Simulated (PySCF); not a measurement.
Vertical excitations of a molecule CH₅ClFNSi from PySCF with TDA-CAM-B3LYP/def2-SVPD, as energy in eV (oscillator strength): 6.03 (0.033), 6.76 (0.014), 7.03 (0.041), 7.67 (0.043), 7.85 (0.024), 8.17 (0.016), 8.47 (0.022), 8.54 (0.143), 8.63 (0.013), 8.73 (0.060). Lowest triplet (TDA): 5.63 eV. The structure is a stationary point at B3LYP-D3(BJ)/def2-SVP. The values are those of a single conformer.

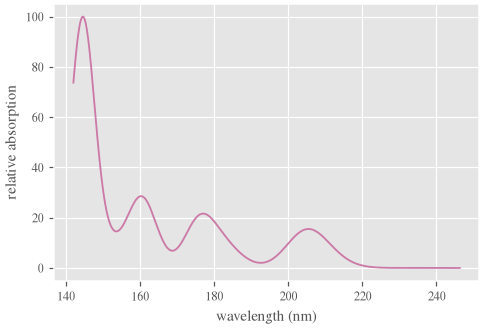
*The lines broadened by 0.4 eV.*

**Question.** Identify the compound among the candidates.
A) C[Si@@](N)(F)Cl
B) NC[Si@H](F)Cl
C) CN[Si@H](F)Cl
D) N[Si@@H](Cl)CF

**Answer.** B, NC[Si@H](F)Cl
